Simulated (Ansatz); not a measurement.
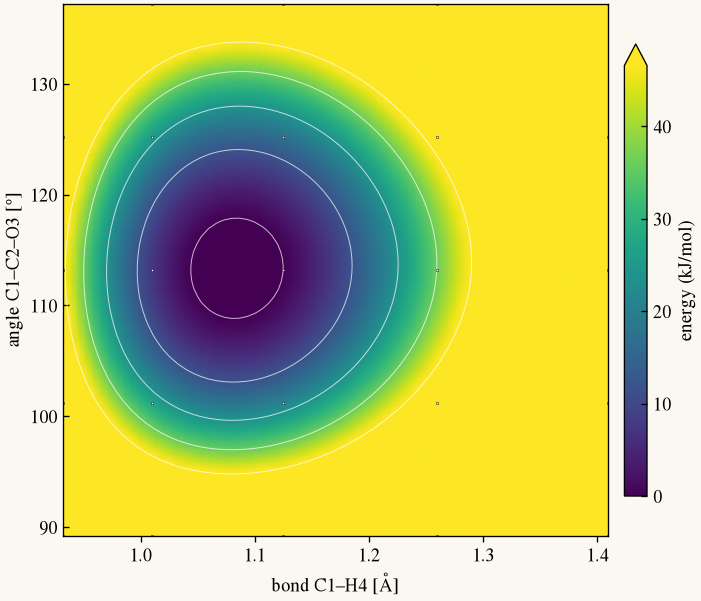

C2H5O, SMILES [CH2]CO, spin multiplicity 2. 
- Two internal coordinates are moved rigidly from the geometry relaxed at PBE0-D4/def2-TZVP, all others fixed.
- First axis: bond C1–H4. Second axis: angle C1–C2–O3.
- Grid: 5 × 5 points.
- Points are written as (first, second).
- Energies are in kJ/mol, from the lowest grid point.
- The calculation used Ansatz 0.2.0, UKS PBE0-D4/def2-TZVPP.

Drawn: a smooth colour map with a few white contour lines, dots at the grid points, one colour for all values above the top of the scale. Between grid points the surface is interpolated.

**Where is the minimum, and how stiff is the well along each coordinate?**

The interpolated minimum is at bond C1–H4 ≈ 1.082 Å, angle C1–C2–O3 ≈ 113.2°. The curvatures there are about 36 eV/Å² and 8.8 eV/rad², with a cross term of about −0.4 eV/(Å·rad). Round the minimum the two coordinates are nearly uncoupled. (1 eV is 96.5 kJ/mol.)
